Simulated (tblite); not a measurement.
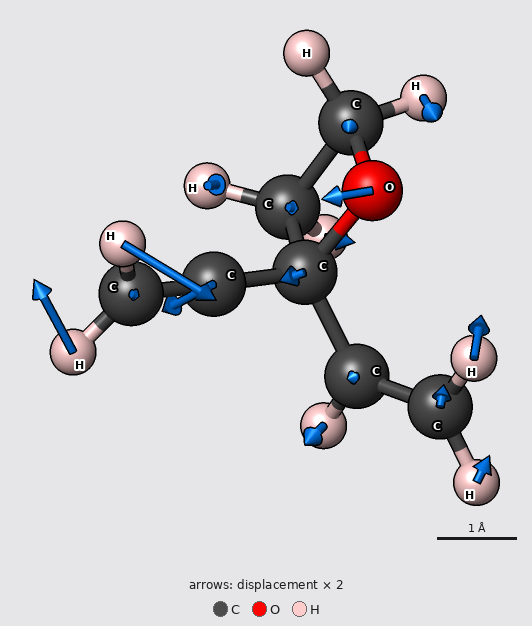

A relaxation of C$_{7}$H$_{9}$O (multiplicity 2). The starting structure is drawn; blue arrows show the displacements, magnified 2 times. The two geometries are superimposed by the best rigid fit.

Style: ball-and-stick. Shown at a tilt.

All numbers below come from GFN2-xTB geometry optimisation, gas phase in tblite 0.8.0. 

Question: Describe the change and its energy.

Answer: Over 93 geometry steps the energy falls by 0.267 eV. An H atom moves most after the best rigid fit: 0.71 Å. Largest moves by element: H 0.71 Å, C 0.53 Å, O 0.35 Å. Among the contacts that change: C–O 1.451 → 1.424 Å, C–C 1.317 → 1.293 Å, C–C 1.341 → 1.318 Å, C–C 1.437 → 1.458 Å. Among the angles between lasting bonds that change: C–C–C 178.5° → 141.4°, H–C–H 119.4° → 114.5°, C–C–H 117.5° → 113.7°. Groups turn about C–C by about 20°.
